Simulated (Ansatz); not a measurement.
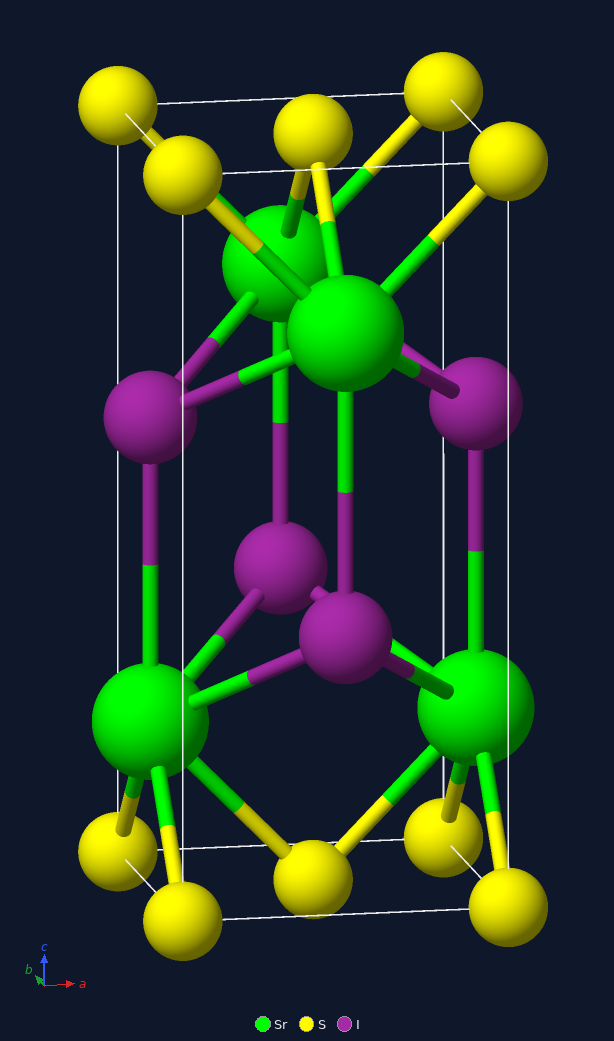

View slightly off an axis, drawn as a ball-and-stick model. The outline marks the simulation cell.

Electronic-structure method: DFT, PAW plane waves, PBE in Ansatz. Parameters: a cutoff energy of 420 eV, k-point mesh 8×8×4, Fermi-Dirac smearing of 0.1 eV, no spin polarisation.

Question: State the Bader charges by element.

Answer: Sr +1.43 e; S -0.71 e; I -0.72 e.

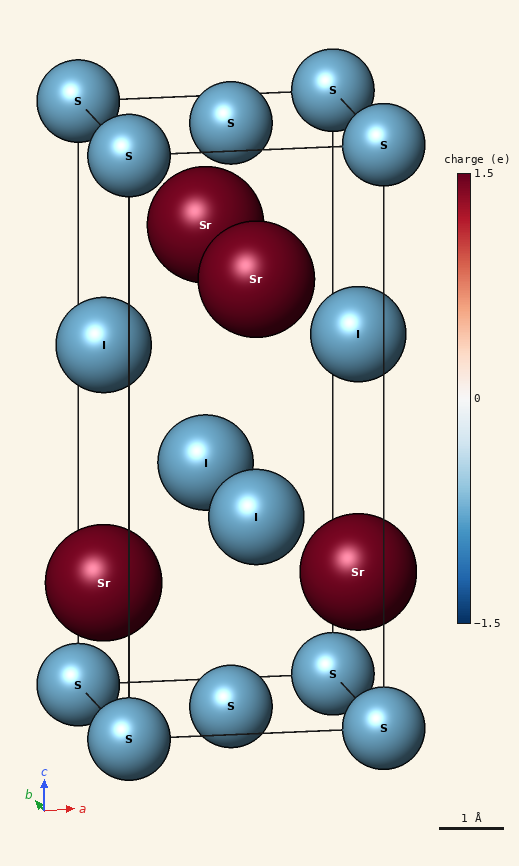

The atoms coloured by those charges.

The structure was taken from a generated cell, made by putting these elements into a known structure type (the compound may or may not exist in this form). The atoms were relaxed in a fixed cell with DFT, PAW plane waves, PBE in Ansatz 0.2.0.

At this level of theory the cell isn't at rest (compressed, at 6 GPa), so its distances can differ from those at equilibrium, the more so the softer the solid.
